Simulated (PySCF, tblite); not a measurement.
# H9NSSi4: geometry, infrared bands and NMR shifts

Aim: predict the infrared bands and NMR shifts of H9NSSi4 (`N[Si@@H]1[SiH2][Si@H]([SiH3])S1`).

The runs use tblite 0.8.0 and PySCF 2.14.0, with density-fitted response routines of our own; the level of theory stands in each step. All values are computed, except where a source is named. Atoms are numbered from 0 throughout.

## (1) The molecule as given

15 atoms, charge 0, multiplicity 1; geometry from: force field or distance geometry start.

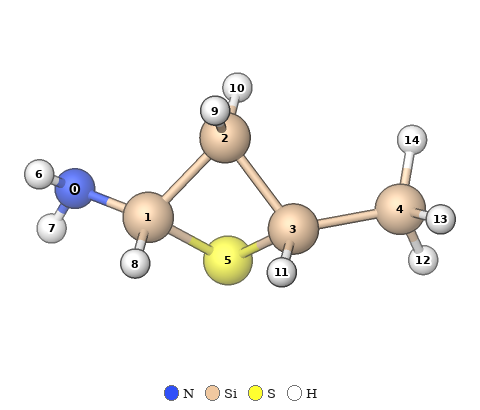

As it starts; nitrogen blue, silicon light orange, sulfur yellow, hydrogen white, atoms numbered.

## (2) Relaxing the molecule with GFN2-xTB

The job: settings as JSON, then the geometry in Å.

```
{"job": {"kind": "relax", "xc": "GFN2-xTB", "basis": "xTB"}, "charge": 0, "multiplicity": 1}
N      3.336500    -0.098200     0.337200
Si     1.797700    -0.302600    -0.532700
Si     0.288300     1.311800    -0.215200
Si    -1.091000    -0.399300    -0.684700
Si    -3.118500    -0.277600     0.178200
S      0.336700    -1.580200     0.432100
H      3.967200     0.454700    -0.302800
H      3.822900    -1.017100     0.465800
H      1.913100    -0.701500    -1.943100
H      0.361500     2.323800    -1.263400
H      0.179500     1.811100     1.152100
H     -1.002500    -0.737800    -2.095300
H     -3.496800    -1.577900     0.723700
H     -4.038600     0.007400    -0.953600
H     -3.260600     0.791400     1.174200
```

Started as:

```
$ OMP_NUM_THREADS=1 python probes_run.py task.json out
```

This one command runs all jobs of the session in turn.

**Question.** This job is followed by: GFN2-xTB harmonic vibrations, gas phase; GIAO PBE0/pcSseg-1 NMR shielding, non-relativistic, gas phase. What will the session give for the following? strongest single infrared mode (GFN2-xTB); zero-point energy (GFN2-xTB); ¹H shifts against TMS (PBE0/pcSseg-1, means over atoms taken as alike); ¹⁵N shifts against NH3 (PBE0/pcSseg-1); ²⁹Si shifts against TMS (PBE0/pcSseg-1); ³³S shifts against CS2 (PBE0/pcSseg-1); surface potential, least and greatest.

As calculated:

| quantity | value |
| --- | --- |
| strongest single infrared mode (GFN2-xTB) | 771 cm⁻¹, 615 km/mol |
| zero-point energy (GFN2-xTB) | 52.8 kcal/mol |
| ¹H shifts against TMS (PBE0/pcSseg-1, means over atoms taken as alike) | 6.36, 5.61, 4.48, 4.35, 3.73, 0.36 ppm |
| ¹⁵N shifts against NH3 (PBE0/pcSseg-1) | 26.3 ppm |
| ²⁹Si shifts against TMS (PBE0/pcSseg-1) | 6.0, -42.1, -74.3, -106.0 ppm |
| ³³S shifts against CS2 (PBE0/pcSseg-1) | -183 ppm |
| surface potential, least and greatest | -1.12 V and 1.70 V |

In words: Relaxing lowered the energy by 1.016 eV in 118 steps; the close pair that moved most is Si3–Si4, from 2.207 to 2.317 Å. The lowest mode is imaginary (27i cm⁻¹), so the xTB geometry is not a minimum. The strongest single mode, at 771 cm⁻¹, has its largest shares on H12, H13 and H14 (the list is cut at 3 atoms). GFN2-xTB is a fitted tight-binding method: band positions and strengths are rough. Its intensities can rank the bands wrongly. At PBE0/pcSseg-1: The largest span, 230 ppm, is at S5, where the paramagnetic term is -375 ppm. At PBE0/pcSseg-1, counted by nearest atom on the grid, the HOMO lies on S5 71 %, the LUMO on Si3 26 %; Si1, Si2 about 11 % each.
